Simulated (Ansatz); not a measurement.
# BFH$_{2}$···SiH$_{4}$: what the fields show

Input file:

```
crystal:
  periodic: [false, false, false]
  atoms:
    - { symbol: B, position_ang: [-1.58752, 0.474779, -0.672481] }
    - { symbol: Si, position_ang: [1.270237, -0.409447, 0.59125] }
    - { symbol: H, position_ang: [-1.796183, 1.186437, 0.280319] }
    - { symbol: H, position_ang: [-1.906547, -0.686248, -0.754509] }
    - { symbol: H, position_ang: [0.305244, 0.177152, -0.326586] }
    - { symbol: F, position_ang: [-1.064039, 1.064292, -1.79356] }
    - { symbol: H, position_ang: [0.547454, -1.15933, 1.664655] }
    - { symbol: H, position_ang: [2.148953, -1.340084, -0.183042] }
    - { symbol: H, position_ang: [2.082402, 0.69245, 1.194054] }
basis:
  gaussian: { orbitals: cc-pVDZ }
hamiltonian:
  xc: pbe0
relax:
  f_tol: 0.03
  max_steps: 50
output:
  orbitals: {}
```

Run with:

```sh
ansatz run input.yaml --threads 2 --pin off --max-ram 3072MiB --backend cpu --events-out ev --progress --plain --runs-dir out
```

The fields are those of the relaxed geometry.

Level of theory: RKS PBE0/cc-pVDZ (Ansatz).

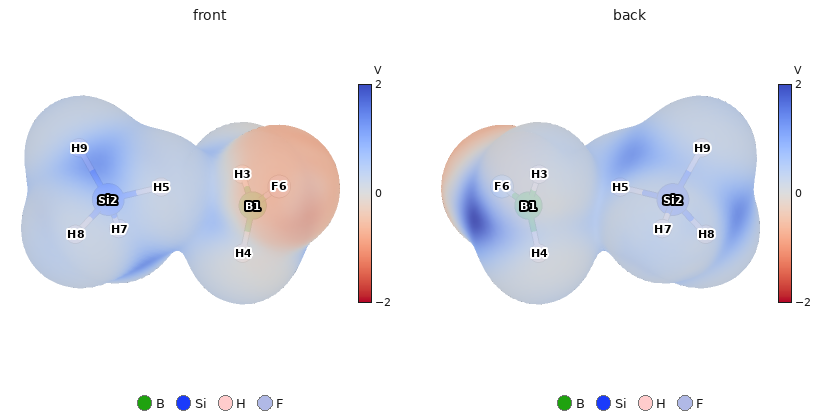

Figure 1. The molecular electrostatic potential painted on the density surface at 0.002 e/bohr³, seen from the front and from behind; red is negative and blue positive.

### Describe the electrostatic potential map.

The most negative region (about −0.7 V) lies over F6, the most positive (about +1.8 V) over B1.

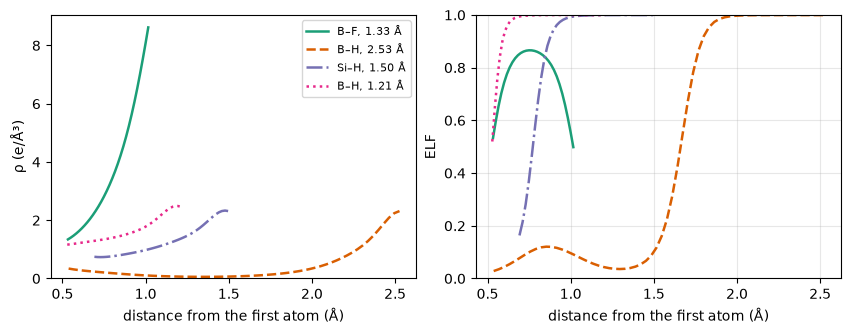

Figure 2. Total electron density and electron localisation function along straight lines between neighbouring atoms. The curves leave out the atomic cores.

### Compare the contacts.

B–F (1.33 Å): ρ is about 2 e/Å³ halfway; the ELF peaks at about 0.85 between the atoms (a polar covalent bond).
B1···H5 (2.53 Å): the density falls to about 0.06 e/Å³ on the way; the ELF climbs to about 1 towards the hydrogen, as it does in any bond to H.
Si–H (1.50 Å): ρ is about 0.74 e/Å³ halfway; the ELF climbs to about 1 towards the hydrogen.
B–H (1.21 Å): the density is about 1.2 e/Å³ at the midpoint; the ELF climbs to about 1 towards the hydrogen; a covalent bond by its length.

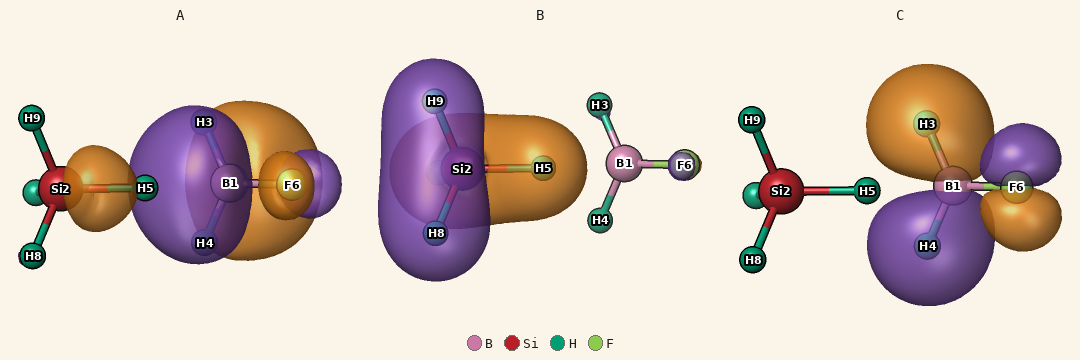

Figure 3. Three frontier orbitals at ±0.1 Å⁻³ᐟ² (orange and purple are the two phases), in no order.

### Which picture is the HOMO−1, the HOMO and the LUMO?

B is the HOMO−1 (−9.95 eV). Its weight (Hirshfeld) is mainly on Si2 (about 40 %), H7 (about 15 %), H8 (about 15 %), H9 (about 10 %) and H5 (about 10 %). C is the HOMO (−9.13 eV). Its weight (Hirshfeld) is mainly on B1 (about 30 %), F6 (about 25 %), H3 (about 20 %) and H4 (about 20 %). A is the LUMO (−0.91 eV). By Hirshfeld shares it lies mainly on B1 (about 60 %), F6 (about 15 %), Si2 (about 5 %), H3 (about 5 %) and H4 (about 5 %).

### What is the HOMO–LUMO gap?

8.22 eV between the orbital energies.
